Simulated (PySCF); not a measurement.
# CH10N2OSi4: the cost of one run

Programs: PySCF 2.14.0, with routines of our own; each step states its level. All values are computed. Atoms count from 0.

## 1. The starting structure

18 atoms, charge 0, multiplicity 1; geometry from: GFN2-xTB.

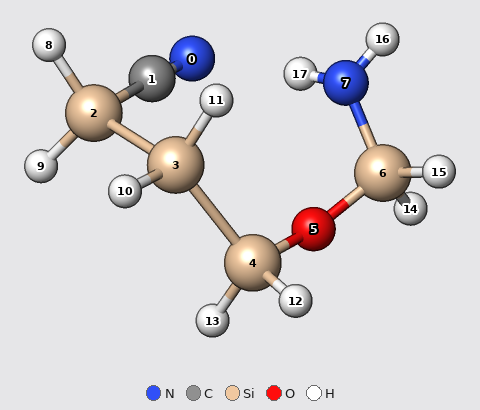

The starting geometry (nitrogen blue, carbon grey, silicon light orange, oxygen red, hydrogen white).

## 2. Magnetic properties: GIAO HF/pcSseg-1

The job: settings as JSON, then the geometry in Å.

```
{"job": {"kind": "mag", "xc": "HF", "basis": "pcSseg-1", "isotopologues": 2}, "charge": 0, "multiplicity": 1}
N      0.183688     2.887389     0.699287
C     -0.810768     2.316370     0.653798
Si    -2.346250     1.255433     0.580152
Si    -1.688048    -0.963014     0.322388
Si    -0.374407    -1.438036    -1.516976
O      1.063448    -0.731396    -1.317102
Si     2.462084    -0.490684    -0.522481
N      2.073196     0.360323     0.918538
H     -3.054626     1.673547     1.799276
H     -3.084284     1.849749    -0.544597
H     -2.957729    -1.719761     0.257565
H     -1.108724    -1.377829     1.613999
H     -0.138257    -2.869829    -1.745461
H     -0.868314    -0.835643    -2.761349
H      3.280141     0.170740    -1.537269
H      2.993295    -1.782748    -0.095590
H      2.800781     0.469378     1.606003
H      1.566014     1.232330     0.838203
```

Method: GIAO HF/pcSseg-1 magnetisability, rotational g tensor and spin-rotation constants, non-relativistic, gas phase.

The run is started by

```
$ OMP_NUM_THREADS=1 python excited_run.py task.json out
```

One launch serves the whole session: the jobs run in the order shown.

Q: Estimate the wall time and peak memory of this first job on 1 thread of Arm Neoverse V1, shared host.

About 30 s, with a peak of 0.91 GiB.
